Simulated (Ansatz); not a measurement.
BP, pressure series

Base system: BP in the zinc blende structure (space group F-43m, No. 216; a = 4.537 Å).

Cell and atoms are relaxed at each pressure.

Computed with r2SCAN in Ansatz (plane waves to 500 eV, PAW, no spin-orbit coupling).

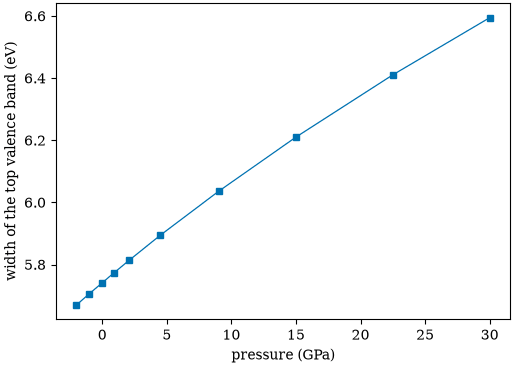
Width of the top valence band against pressure

| pressure (GPa) | width of the top valence band |
|---|---|
| -2 | 5.67 eV |
| -1 | 5.71 eV |
| 0.9 | 5.77 eV |
| 2.1 | 5.81 eV |
| 4.5 | 5.89 eV |
| 9 | 6.04 eV |
| 15 | 6.21 eV |
| 22.5 | 6.41 eV |
| 30 | 6.59 eV |

The levels and masses belong to the bands next to the band gap. Load acts through the strain it causes; cell and atoms are relaxed under it. No phonon test of stability was made. No other phases were tried under pressure.

Ansatz is an electronic-structure program.
